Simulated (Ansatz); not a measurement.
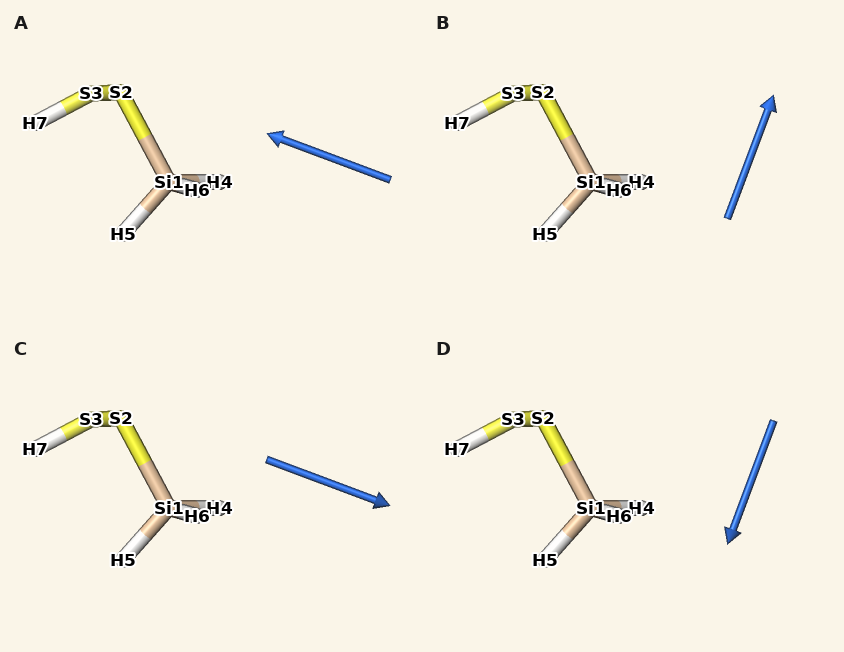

The same molecule four times, each with an arrow. Computed geometry: PBE0-D4/def2-TZVP optimisation. Level of theory: RKS PBE-D4/def2-TZVPP (Ansatz 0.2.0).

**Which arrow points along the dipole moment, from the negative to the positive end?**

D. The dipole moment is 1.10 D; it points from the side of S2 to the side of H5 (the outermost atoms at the two ends).
